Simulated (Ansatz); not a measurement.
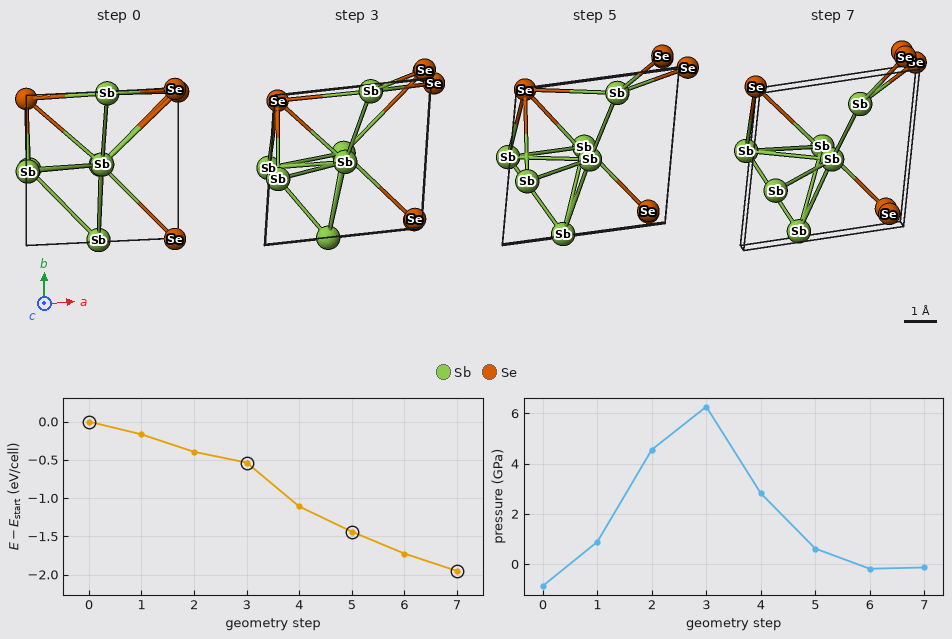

Frames of a relaxation of crystalline Sb3Se (built on the Cu3Au (L1_2)_221 type) (coarse preliminary run), marked on the history of the run. The picture is a ball-and-stick view of the cell of the calculation, seen along the c axis.

Theory: DFT PBE, scalar-relativistic, plane waves, PAW in Ansatz. Settings: plane-wave cutoff 420 eV; k-point mesh 6 × 6 × 4; occupations gaussian; smearing width 0.1 eV; no spin polarisation; cell and atoms relaxed; force threshold 0.015 eV/Å; at most 120 steps.

> Describe the path.

The run was cut off at its time limit before the relaxation converged, so the last structure is only a point on the way. Over 7 geometry steps the energy falls by 1.952 eV per cell of the calculation. The largest force component goes from 0.25 to 0.34 eV/Å. Pressure: −0.86 GPa at the start and −0.13 GPa at the end. The atom that moves furthest relative to the cell is a Sb atom (0.95 Å roughly along [1 −1 0]). By element the largest moves are Sb 0.95 Å, Se 0.70 Å. The drawn cell changes as follows: a 4.774 → 5.078 Å (+6.4 %), b 4.712 → 4.963 Å (+5.3 %), c 9.426 → 9.261 Å (−1.7 %), α 89.3° → 91.2°, β 89.9° → 88.9°, γ 87.2° → 75.6°; the volume changes by +6.7 %. Among the contacts that change: Sb–Sb 3.332 → 4.127 Å, Sb–Se 3.308 → 4.072 Å, Sb–Se 3.257 → 4.010 Å, Sb–Se 3.517 → 2.839 Å. Bond angles that change, for instance: Sb–Sb–Se 125.0° → 164.2°, Sb–Sb–Se 125.7° → 162.8°, Sb–Sb–Se 121.9° → 88.1°. The space group stays P1 (No. 1). Cost: 15 min on 1 thread of Intel(R) Xeon(R) Platinum 8375C CPU @ 2.90GHz (Ice Lake), on a shared host, peak memory 1.1 GiB. From step 0 to 3: Sb and Se atoms move most (0.42 Å), volume −4.0 %, energy −0.535 eV per cell of the calculation. From step 3 to 5: a Sb atom moves most (0.35 Å), volume +9.2 %, energy −0.903 eV per cell of the calculation. From step 5 to 7: Sb and Se atoms move most (0.38 Å), volume +1.8 %, energy −0.514 eV per cell of the calculation.
